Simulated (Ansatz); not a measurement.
```
atom    x (Å)    y (Å)    z (Å)
  As  -0.0030  -2.1720  -1.9169
  Al  -2.2045  -1.2723  -1.0655
  Al   0.0036  -2.5954   2.0808
  As  -1.8973  -1.0959   1.3643
  As  -1.8811   1.0837  -1.9173
  Al  -2.2479   1.3006   2.0786
  Al   2.2015  -1.2724  -1.0727
  As   1.9016  -1.0949   1.3579
  As   1.8768   1.0838  -1.9237
  Al  -0.0009   2.5433  -1.0717
  Al   2.2535   1.3016   2.0710
  As   0.0015   2.1943   1.3588
   H  -0.0029  -3.6847  -1.7607
   H  -0.0066  -2.1137  -3.4438
   H  -3.4479  -1.9965  -1.7555
   H  -0.0026  -3.8500   1.0628
   H   0.0061  -2.7748   3.6729
   H  -3.1630  -1.8284   1.8088
   H  -1.8295   1.0515  -3.4443
   H  -3.1914   1.8401  -1.7632
   H  -3.3340   1.9254   1.0585
   H  -2.4051   1.3923   3.6704
   H   3.4443  -1.9929  -1.7676
   H   3.1685  -1.8262   1.8008
   H   1.8173   1.0519  -3.4504
   H   3.1877   1.8404  -1.7767
   H   0.0024   3.9807  -1.7648
   H   2.4165   1.3930   3.6623
   H   3.3336   1.9301   1.0466
   H   0.0028   3.6577   1.7999
```

Geometry: PBE-D4/def2-SVP.

Computed with RKS PBE0-D4/def2-TZVP (Ansatz 0.2.0).

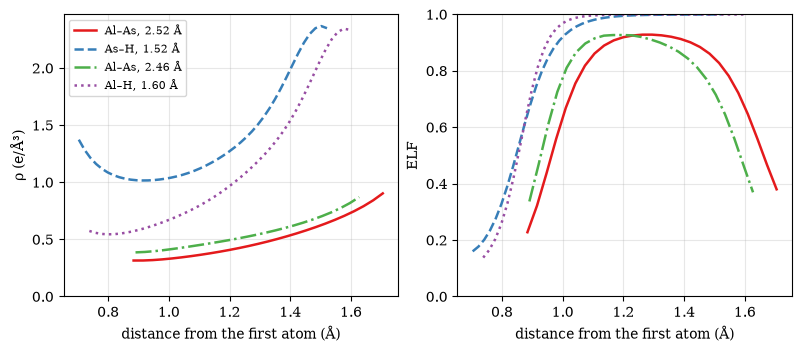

Al$_{6}$As$_{6}$H$_{18}$ (Al6As6 wurtzite hole sphere). Total electron density and ELF along straight lines between neighbouring atoms. The curves leave out the atomic cores.

What can be read from the curves?

Answer. Al–As (2.52 Å): ρ at the midpoint is about 0.44 e/Å³; the ELF peaks at about 0.95 between the atoms: localised, covalent bonding.
As–H (1.52 Å): ρ is about 1.2 e/Å³ halfway; the ELF climbs to about 1 towards the hydrogen, as it does in any bond to H.
Al–As (2.46 Å): ρ at the midpoint is about 0.51 e/Å³; the ELF peaks at about 0.95 between the atoms, as expected for a covalent bond.
Al–H (1.60 Å): ρ at the midpoint is about 0.54 e/Å³; the ELF climbs to about 1 towards the hydrogen.
